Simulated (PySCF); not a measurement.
C4H9FOSi2

The calculation's input:

```
{"job": {"kind": "nmr", "xc": "PBE0", "basis": "pcSseg-1"}, "charge": 0, "multiplicity": 1}
C      2.227418     1.331712     0.105065
C      2.350997     0.037473    -0.152554
Si     1.212393    -1.298342     0.520449
F      1.477510    -2.633911    -0.359976
C     -0.597387    -0.813777     0.271041
C     -1.481405    -1.470327    -0.469143
O     -0.890824     0.333806     0.941106
Si    -2.166199     1.340178     0.937346
H      2.900244     2.069550    -0.305108
H      1.438762     1.709350     0.735041
H      3.160156    -0.286196    -0.797758
H      1.501660    -1.697979     1.892572
H     -1.199542    -2.376507    -0.971919
H     -2.496532    -1.125708    -0.585877
H     -1.666238     2.328247     1.882616
H     -2.388840     1.883606    -0.404123
H     -3.389171     0.680856     1.400772
```

Run with:

```sh
OMP_NUM_THREADS=1 python probes_run.py task.json out
```

Geometry: GFN2-xTB.

Method: PBE0/pcSseg-1, SCF density, gas phase, non-relativistic in PySCF.

What will maps of the electron density and electron localisation function show?

C–C (1.33 Å): ρ at the midpoint is about 2.3 e/Å³; the ELF peaks at about 0.90 between the atoms: a short, multiple covalent bond.
C–O (1.36 Å): ρ is about 2.2 e/Å³ halfway, with its minimum of 1.9 e/Å³ about 0.5 Å from C; the ELF peaks at about 0.90 between the atoms (a shared but strongly polarised pair).
Si–F (1.62 Å): ρ at the midpoint is about 1 e/Å³; the ELF peaks at about 0.85 in the valence shell of F, 0.6 Å from its nucleus, and is about 0.50 at the midpoint.
Si–O (1.62 Å): ρ is about 1.1 e/Å³ halfway; the ELF peaks at about 0.85 between the atoms (a polar covalent bond).

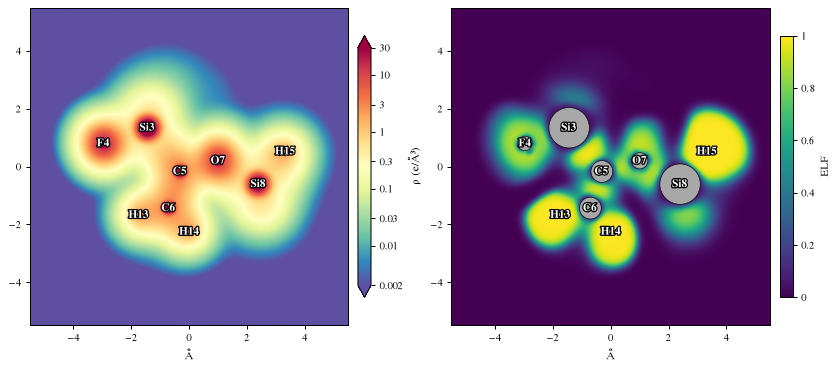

Computed electron density and electron localisation function on the plane of atoms C6, C5 and O7, in this order. Grey discs cover the atomic cores in the ELF map. 
